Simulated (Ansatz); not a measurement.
We consider LaBr3 (P6₃/m, No. 176), described by r²SCAN-D4 (plane waves, PAW; Ansatz, an electronic-structure program).

Run with plane-wave cutoff 560 eV, 6×6×8 k mesh (along the axes of the cell as run), Fermi–Dirac smearing 0.01 eV, scalar-relativistic PAW data made under PBE.

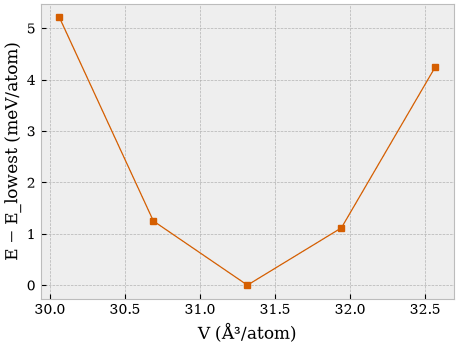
Figure: Total energy against volume

Problem. From the curve, estimate the equilibrium volume and the bulk modulus.

Solution. V0 ≈ 31.3 Å³/atom and B0 ≈ 30 GPa; the fit gives V0 = 31.318 Å³/atom, B0 = 30.0 GPa, B′ = 6.3.

Shape and atoms are relaxed at each volume.

Note: the bulk modulus comes from volumes at which shape and atoms were relaxed.

Spin–orbit coupling is not included.

The computed numbers hold no vibrational or temperature effects.
